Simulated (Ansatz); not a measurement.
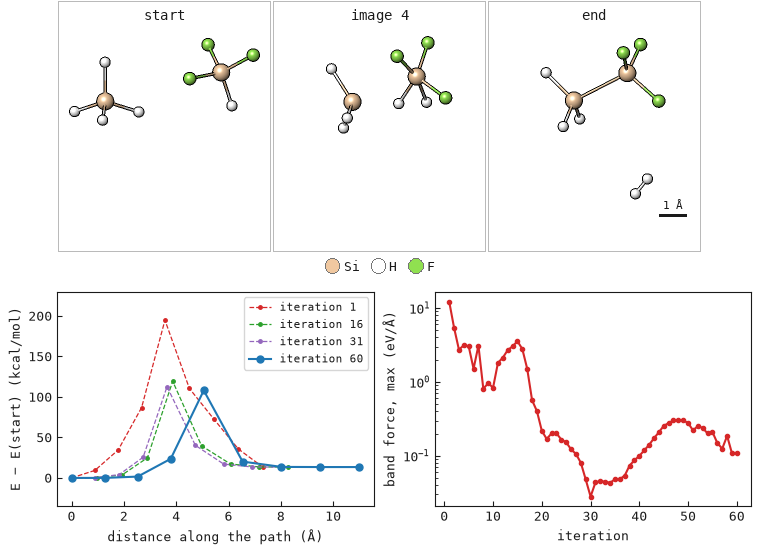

A nudged-elastic-band calculation for Si$_{2}$H$_{5}$F$_{3}$, made up at the start of SiHF$_{3}$ and SiH$_{4}$. Images are numbered from 0 (start) to 8 (end). The plot follows the band through its iterations. Style: ball-and-stick. Shown from a free direction.

The calculation used RHF/6-31G* (Ansatz 0.2.0). Run with 7 movable images; climbing image; force threshold 0.03 eV/Å; iteration limit 60; starting path through a guess of the saddle point.

### How did the profile develop, and is the result final?

The result isn't final. The band hadn't converged when the run stopped after 60 iterations. The largest component of the band force went from 12 to 0.11 eV/Å. The barrier read from it is provisional, though the highest image hardly moved in the last two iterations. The first iteration put the highest image at 194.8 kcal/mol. Forward barrier 108.0 kcal/mol, backward barrier 94.6 kcal/mol, with image 4 at the top; the reaction energy is +13.4 kcal/mol.

Limits of the set-up: the start holds two separate molecules, 3.2 Å apart at their closest, whose relative position is a soft coordinate and is computed without a dispersion correction; Hartree-Fock leaves out electron correlation.

The run took 21 min on 1 thread of Arm Neoverse N1 (shared host), peak memory 0.2 GiB.
